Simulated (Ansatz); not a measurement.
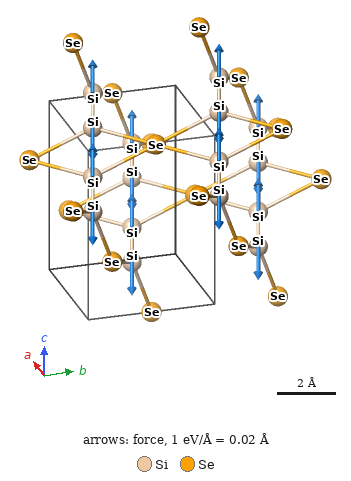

Starting geometry of crystalline Si2Se (a generated structure, set up in P4_2/mmc) (coarse preliminary run) with the computed forces as blue arrows. Style: ball-and-stick. Shown: the cell of the calculation, repeated 2 × 2 × 1 with one cell outlined, from a free direction.

Level of theory: DFT PBE, scalar-relativistic, plane waves, PAW (Ansatz 0.2.0).

Input
```yaml
crystal:
  lattice:
    - [4.59286127, 0.0, 0.0]
    - [0.0, 4.59286127, 0.0]
    - [0.0, 0.0, 6.37657364]
  atoms:
    - { symbol: Si, position: [0.5, 0.5, 0.64632001] }
    - { symbol: Si, position: [0.5, 0.5, 0.14632001] }
    - { symbol: Si, position: [0.5, 0.5, 0.35367999] }
    - { symbol: Si, position: [0.5, 0.5, 0.85367999] }
    - { symbol: Se, position: [0.0, 0.5, 0.0] }
    - { symbol: Se, position: [0.5, 0.0, 0.5] }
basis:
  ecutwfc: 420
kpoints:
  mp_grid: { grid: [4, 4, 4] }
hamiltonian:
  xc: pbe
scf:
  occupations: { method: gaussian, width: 0.1 }
  lower_state_search: "off"
output:
  forces: true
  stress: true
  eigenvalues: true
relax:
  adjacent_minimum: "off"
  f_tol: 0.04
  max_steps: 70
  cell: { stress_tol: 0.4 }
```

Run as
```bash
ansatz run input.yaml --threads 1 --pin off --max-ram 2560MiB --backend cpu --events-out ev --progress --plain --runs-dir out
```

What follows when this structure is relaxed?

It isn't relaxed: the largest force vector, on Si atoms, is 63.41 eV/Å. The atoms end up moving mostly along the starting forces (cosine between the two patterns 1.00). The largest moves relative to the cell, 0.21 Å, are those of Si1, Si2, Si3 and Si4. Si4 goes along +c. Se stays in place. Cell: a = b 4.593 → 4.510 Å (−1.8 %), c 6.377 → 9.546 Å (+49.7 %). Volume +44.3 %. Some distances before and after: Si1–Si4 1.322 → 2.393 Å, Si1–Se5 3.219 → 4.233 Å, Si1–Si3 1.866 → 2.381 Å, Si1–Se6 2.479 → 2.550 Å. Among the angles between lasting bonds that change: Se6–Si1–Se6 135.8° → 124.3°, Si1–Se6–Si1 135.8° → 124.3°, Si3–Si1–Se6 67.9° → 62.2°. The space group stays P4_2/mmc (No. 131). After 12 accepted moves (14 points after the start) the energy has fallen by 7317 meV per atom. The largest force component goes from 63 to 0.022 eV/Å. Pressure: 101.16 GPa at the start and 0.22 GPa at the end. The SCF was repeated twice at an unchanged geometry on a basis and grid sized afresh for the cell, which shifted the energy by 67.2 meV per atom at most. The run took 48 s on 1 thread of Intel(R) Xeon(R) 6975P-C (Granite Rapids) (shared host), peak memory 0.52 GiB.
